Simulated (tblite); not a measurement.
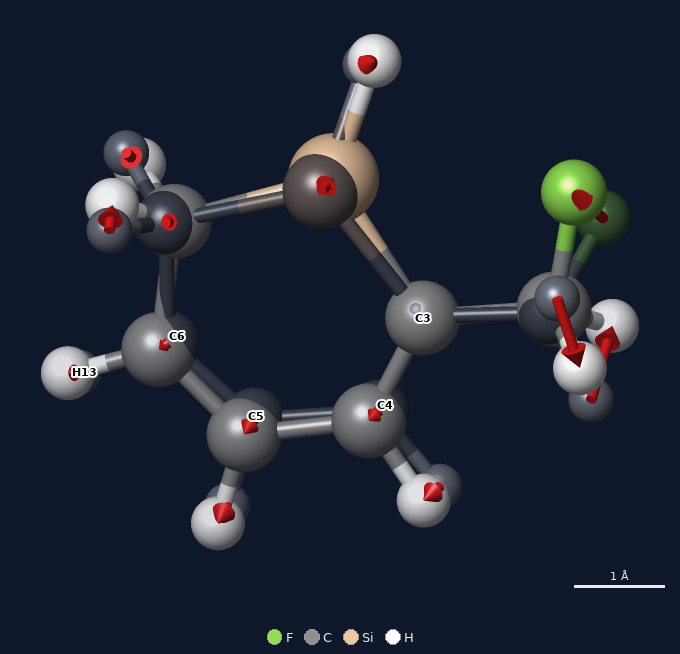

This is a relaxation of C₆H₈FSi (charge +1). The starting structure is drawn faded, the final one solid; red arrows show the displacements, at their true length. The two geometries are superimposed by the best rigid fit.

Style: ball-and-stick. Shown at a tilt.

All numbers below come from GFN2-xTB geometry optimisation, gas phase (tblite). 

> Describe the change and its energy.

The largest move after the best rigid fit is that of an H atom, 1.11 Å. By element the largest moves are H 1.11 Å, F 1.08 Å, Si 0.31 Å, C 0.24 Å. Some distances before and after: C–C 1.294 → 1.359 Å, C–Si 1.846 → 1.890 Å, H–Si 1.492 → 1.448 Å, C–H 1.122 → 1.080 Å. Among the angles between lasting bonds that change: C–Si–H 117.1° → 126.3°, C–Si–H 119.7° → 128.3°, C–C–Si 106.1° → 114.6°. Groups turn about C–C by about 65°. Over 93 geometry steps the energy falls by 22.6 kcal/mol.
